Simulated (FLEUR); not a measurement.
Band structure of PdIn (Pm-3m, 2 atoms in the cell).

```xyz
2
Lattice="3.2500 0.0000 0.0000 0.0000 3.2500 0.0000 0.0000 0.0000 3.2500" Properties=species:S:1:pos:R:3 pbc="T T T"
In     1.6250     1.6250     1.6250
Pd     0.0000     0.0000     0.0000
```

Method: PBE, all-electron FLAPW (FLEUR), scalar-relativistic valence.

Settings: Kmax = 4.1 1/bohr; GmaxXC = 12.3 1/bohr; xcFunctional = pbe; jspins = 1; l_soc = F; mode = hist; fermiSmearingEnergy = 0.00367493 Htr; mesh (inpgen div1-3) = 8 8 8; inpgen gamma flag = true; Gmax = 12.3 1/bohr; numbands = 0; maxIterBroyd = 15; imix = Anderson; alpha = 0.05.

The starting cell has typed, rounded lattice constants, without a prior relaxation at this level. Spin polarisation is off. Values depend on the basis (sphere radii, cutoffs, local orbitals), which need not be converged.

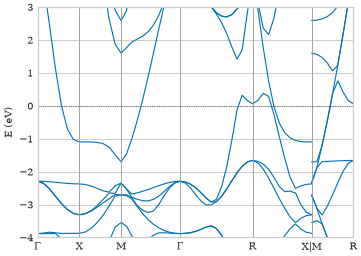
Figure: Bands along the path, energies from the Fermi level.

Levels in eV from the Fermi level, bands 11 to 18:
```
point     11     12     13     14     15    16    17    18
-----  -----  -----  -----  -----  -----  ----  ----  ----
Γ      -3.88  -2.29  -2.29  -2.29   4.31  4.31  4.31  9.78
X      -3.87  -3.31  -3.31  -2.37  -1.10  9.86  9.86  9.99
M      -2.71  -2.71  -2.35  -2.35  -1.70  1.60  2.59  9.67
R      -4.96  -1.66  -1.66   0.06   3.87  3.87  3.87  4.54
```
